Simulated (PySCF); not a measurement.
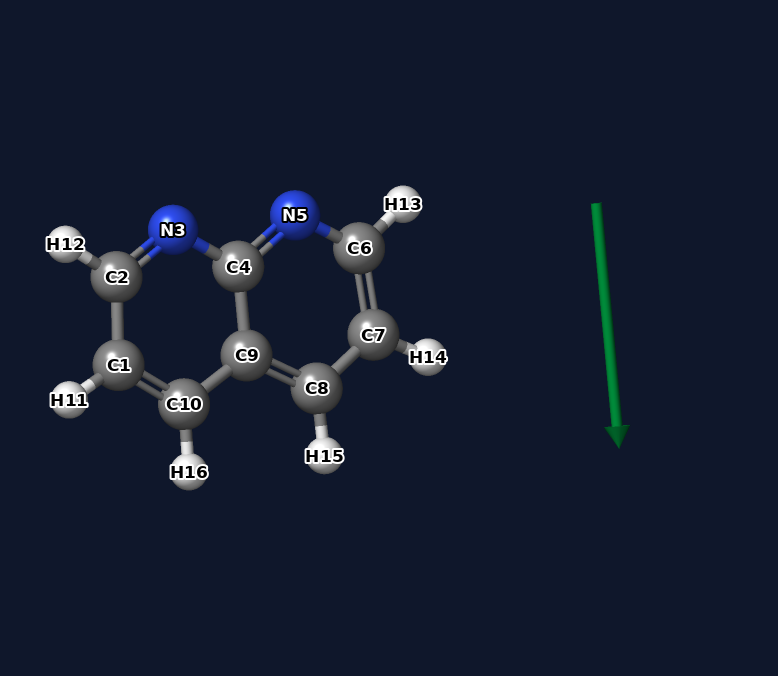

The arrow beside the molecule shows the direction of the dipole moment, from the negative to the positive end (its length means nothing). Computed geometry: GFN2-xTB optimisation. No frequency run is at hand to confirm it as a minimum. Level of theory: CAM-B3LYP/def2-SVPD, gas phase (PySCF 2.14.0).

> How large is the dipole moment?

4.31 D; it points from the side of N3, N5, H12, H13 to the side of H15, H16 (the outermost atoms at the two ends).
